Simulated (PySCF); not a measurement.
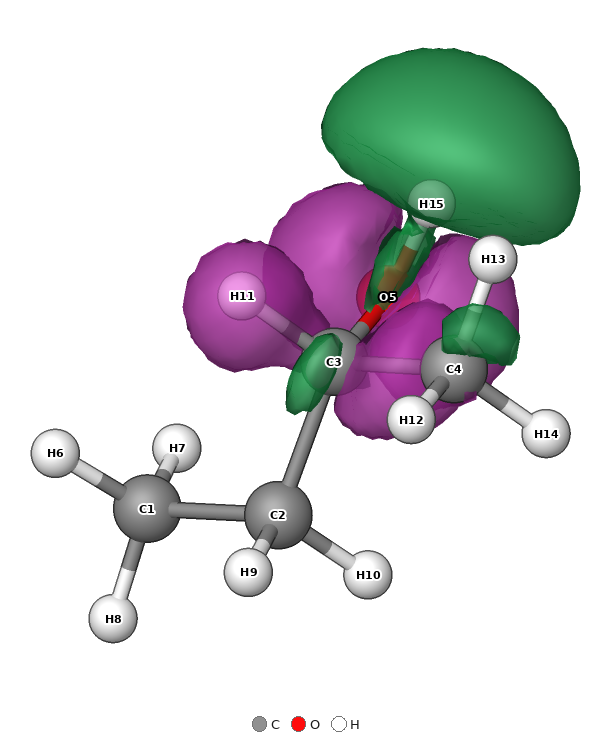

Figure. C4H10O, SMILES `CCC(C)O`. Unrelaxed difference density of T₁ less the ground state (TDA triplet states), ±0.03 e/Å³; green: gain, purple: loss.

Method: B3LYP/def2-SVP; geometry: GFN2-xTB; program: PySCF. No frequency check shows the geometry to be a minimum. Without diffuse functions Rydberg states are missing, so the states' numbers hold for this basis only.

**How does the charge move on excitation?**

0.80 e is displaced in all, of which about 0.5 e passes between atoms: O5 (0.48 e) loses electrons and H15 (0.37 e) and H13 (0.08 e) gain them. The state: 6.84 eV (181 nm), spin-forbidden from the singlet ground state; the leading pair carries 100 %; hole on O5 (67 %), C3 (11 %) and H11 (7 %), electron on H15 (42 %), O5 (18 %) and H13 (8 %); their centroids lie 0.9 Å apart.

Cost of the run: 3.6 min on 1 thread of Arm Neoverse V2, on a shared host, peak memory 0.69 GiB.
